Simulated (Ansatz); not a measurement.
Cost and result by functional for the surface energy of the (100) surface of tetragonal HfO2 (a metastable polymorph) in its 1x1 cell (cut with top plane Hf + 2 O, bottom plane Hf + 2 O), outermost plane spacing 1.80 Å in the ideal cut (in the relaxation 2 Hf–O bonds broke), in Ansatz (plane waves, PAW). Single points on the PBE structure, on one kind of machine; costs are rough ratios of the slab run's core time (references not counted) to the cheapest single point. r2SCAN's cost holds its higher cutoff (500 against 420 eV). Differences are taken against HSE06 for comparison alone: no measured value is at hand, so the table doesn't rank accuracy. HSE06 ran on a coarser k-mesh, which lowers its cost and carries part of its shift.

Model: 21-atom slab, Hf7O14, 10.8 Å thick at the start, 7x5x1 mesh, Fermi-Dirac 0.025 eV, dipole correction, all atoms relaxed; start symmetry kept, larger cells not searched; no spin, no spin-orbit, no U. These notes are the PBE run's.

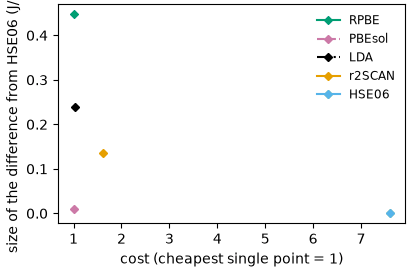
Fig. 1. Difference from HSE06 against cost

```tsv
functional	relative cost	surface energy (J/m²)	less HSE06 (J/m²)
RPBE	1	0.97	-0.45
PBEsol	1	1.43	0.01
LDA	1	1.66	0.24
r2SCAN	2	1.56	0.14
HSE06	8	1.42	0.00
PBE (the relaxed run's value)	–	1.22	-0.20
```

The values span 0.69 J/m², while the single points' costs differ by a factor of roughly 8. Differences are of unrounded values.

Ansatz is an electronic-structure program.
